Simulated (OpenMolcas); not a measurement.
# singlet [H3N2]+ at 6 levels

We compute a comparison of 6 runs (B2PLYP/STO-3G, B3LYP/STO-3G, M06-2X/STO-3G, PBE/STO-3G, PBE0/STO-3G, ACPF/STO-3G) of singlet [H3N2]+. 

The results are computed with OpenMolcas 26.06.

## (1) Starting point

[H3N2]+: 5 atoms, total charge +1, spin state singlet. As SMILES of the parent species, `[NH]N`. The shape is that of a GFN2-xTB optimisation. That shape belongs to the parent species and isn't relaxed for this state.

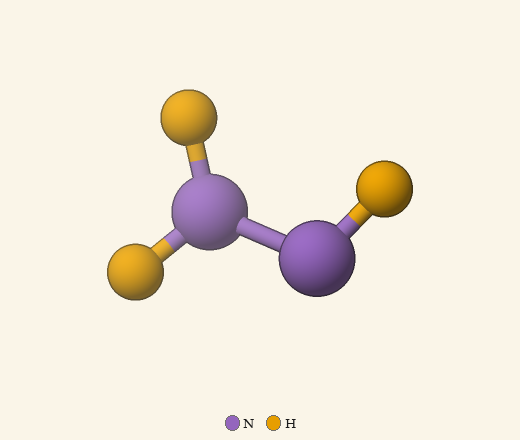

The structure, seen from a chosen angle (nitrogen purple, hydrogen amber).

## (2) The energy at B2PLYP/STO-3G (run 1)

input.xyz reads:

```xyz
5

N     -0.174970    -0.805480     0.447260
N     -0.126270     0.251970    -0.365880
H      0.751750    -0.989150     0.831090
H     -1.043070     0.577800    -0.638700
H      0.592550     0.964850    -0.273770
```

mol.inp reads:

```
&GATEWAY
  BasLib
  $CurrDir
  Coord
  input.xyz
  Basis
  STO-3G
  Group
  NoSym

&SEWARD
  GridInput
  Grid=UltraFine
  End of Grid

&SCF
  Charge
  1
  KSDFT
  B2PLYP_SCF
  Thresholds
  1e-10 1e-07 1e-07 1e-05
  PrOrbitals
  1 1

&MBPT2
  Frozen
  2
```

The basis set STO-3G is read from a file made from the Basis Set Exchange's data (not shown).

Run with:

```bash
$ export MOLCAS_MEM=1860
$ pymolcas mol.inp > mol.log
```

Output:

```text
--- Start Module: gateway ---

                                              &GATEWAY

                       available to each process: 1.9 GB of memory, 1 thread

 Basis Set     1 Label: N.STO-3G
 Basis set is read from library:.
 basistype.tbl is not found

 Basis Set     2 Label: H.STO-3G
 Basis set is read from library:.
 basistype.tbl is not found

++    Symmetry information:
      ---------------------

                    Character Table for C1

[... 208 lines left out ...]
                                   B2PLYP_SCF iterations: Energy and convergence statistics
[... 84 lines left out ...]
      Dipole Moment (debye):
[... 42 lines left out ...]
      Nuclear repulsion energy =   36.70092773
[... 34 lines left out ...]
       Reference weight ( Cref**2 )         =        0.88818
[... 3 lines left out ...]
       Zeroth-order energy (E0)             =      -35.8780703128 a.u.

       Shanks-type energy S1(E)             =     -109.4838638534 a.u.

       Data processing and timing information:

       Section                                              time(sec)
                                                          CPU  Elapsed

      Input data processing                              0.02      0.02
      Transformation of integrals                        0.00      0.01
      MBPT2 calculations (BJAI)                          0.00      0.00
      Total MBPT2 calculations                           0.02      0.03

--- Stop Module: mbpt2 /rc=_RC_ALL_IS_WELL_ ---

.##################.
.# Happy landing! #.
.##################.

    Timing: Wall=3.36 User=2.73 System=0.57
```

Wall time 3.6 s (1 thread of AMD EPYC 9R45 (Zen 5), shared host); peak memory 0.37 GiB.

## (3) A single-point energy at B3LYP/STO-3G (run 2)

input.xyz is that of step 2.

mol.input reads:

```
* H3N2 Kohn-Sham DFT
>>> EXPORT MOLCAS_PRINT=2

&GATEWAY
 BasLib = $CurrDir
 Coord = input.xyz
 Basis = STO-3G
 Group = NoSym

&SEWARD
 GridInput
 Grid=UltraFine
 End of Grid

&SCF
 Charge = 1
 KSDFT = B3LYP
 Thresholds = 1e-10 1e-07 1e-07 1e-05
 PrOrbitals = 1 1
```

The basis set STO-3G is read from a file made from the Basis Set Exchange's data (not shown).

Run with:

```bash
$ export MOLCAS_MEM=1860
$ pymolcas mol.input > mol.log
```

Output:

```text
--- Start Module: gateway ---

                                              &GATEWAY

                       available to each process: 1.9 GB of memory, 1 thread

 Basis Set     1 Label: N.STO-3G
 Basis set is read from library:.
 basistype.tbl is not found

 Basis Set     2 Label: H.STO-3G
 Basis set is read from library:.
 basistype.tbl is not found

++    Symmetry information:
      ---------------------

                    Character Table for C1

[... 139 lines left out ...]
      Nuclear repulsion energy =   36.70092773
[... 64 lines left out ...]
                                   B3LYP      iterations: Energy and convergence statistics
[... 23 lines left out ...]
 *                                             SCF/KS-DFT Program, Final results                                             *
[... 58 lines left out ...]
      Dipole Moment (debye):
[... 13 lines left out ...]
--- Stop Module: scf /rc=_RC_ALL_IS_WELL_ ---
--- Module scf spent 2 seconds ---

.##################.
.# Happy landing! #.
.##################.

    Timing: Wall=3.52 User=2.89 System=0.58
```

It took 3.9 s on 1 thread of AMD EPYC 9R45 (Zen 5), shared host; peak memory 0.37 GiB.

Runs 3 to 5 aren't shown in full; the table further down has their settings and results.

## (4) The energy at ACPF/STO-3G (run 6)

input.xyz is that of step 3.

mol.input reads:

```
&GATEWAY
BasLib=$CurrDir
Coord=input.xyz
Basis=STO-3G
Group=NoSym
&SEWARD
&SCF
Charge=1
Thresholds=1e-10 1e-07 1e-07 1e-05
PrOrbitals=1 1
&MOTRA
Frozen=2
&GUGA
Electrons=12
Spin=1
Inactive=6
Active=0
CIAll=1
&CPF
ACPF
```

The basis set STO-3G is read from a file made from the Basis Set Exchange's data (not shown).

Run with:

```bash
$ export MOLCAS_MEM=1860
$ pymolcas mol.input > mol.log
```

Output:

```text
--- Start Module: gateway ---

                                              &GATEWAY

                       available to each process: 1.9 GB of memory, 1 thread

 Basis Set     1 Label: N.STO-3G
 Basis set is read from library:.
 basistype.tbl is not found

 Basis Set     2 Label: H.STO-3G
 Basis set is read from library:.
 basistype.tbl is not found

++    Symmetry information:
      ---------------------

                    Character Table for C1

[... 204 lines left out ...]
       Convergence after  15 Iterations
[... 84 lines left out ...]
      *** WARNING: Default frozen orbitals is overwritten by user input.
[... 209 lines left out ...]
     CALCULATION CONVERGED
[... 109 lines left out ...]
      Dipole Moment (debye):
[... 11 lines left out ...]
--- Stop Module: cpf /rc=_RC_ALL_IS_WELL_ ---

.##################.
.# Happy landing! #.
.##################.

    Timing: Wall=1.32 User=1.02 System=0.25
```

Wall time 1.6 s (1 thread of AMD EPYC 9R45 (Zen 5), shared host); peak memory 0.37 GiB.

## (5) Overview of the runs

```
run          level  frozen core orbitals  integration grid  energy (Eh)  HOMO energy (eV)  LUMO energy (eV)  HOMO–LUMO gap (eV)  wall time
  1  B2PLYP/STO-3G                     2         UltraFine  -109.349160            -18.29             -8.46                9.82      3.6 s
  2   B3LYP/STO-3G                     –         UltraFine  -109.499814            -16.08            -10.74                5.33      3.9 s
  3  M06-2X/STO-3G                     –         UltraFine  -109.493867            -18.00             -9.00                9.00      4.5 s
  4     PBE/STO-3G                     –         UltraFine  -109.382777            -14.40            -11.82                2.59      3.6 s
  5    PBE0/STO-3G                     –         UltraFine  -109.394977            -16.37            -10.45                5.93      3.3 s
  6    ACPF/STO-3G                     2                 –  -109.072714            -21.37             -5.08               16.29      1.6 s
```

## (6) Results

| quantity | value |
| --- | --- |
| run 6: total energy | -109.07271 Eh |
| run 6: HOMO energy (Hartree–Fock orbitals) | -21.37 eV |
| run 6: LUMO energy (Hartree–Fock orbitals) | -5.08 eV |
| run 6: HOMO–LUMO gap (Hartree–Fock orbitals) | 16.29 eV |
| run 6: correlation energy (2 core orbitals frozen) | -172.1 mEh |

In words: Among the runs that give it from their own density at one geometry, the HOMO–LUMO gap runs from 2.59 eV (PBE/STO-3G) to 9.82 eV (B2PLYP/STO-3G). A double hybrid's value is that of its SCF part. Totals of different functionals can't be ranked against each other. All runs together took 21 s, the longest 4.5 s.
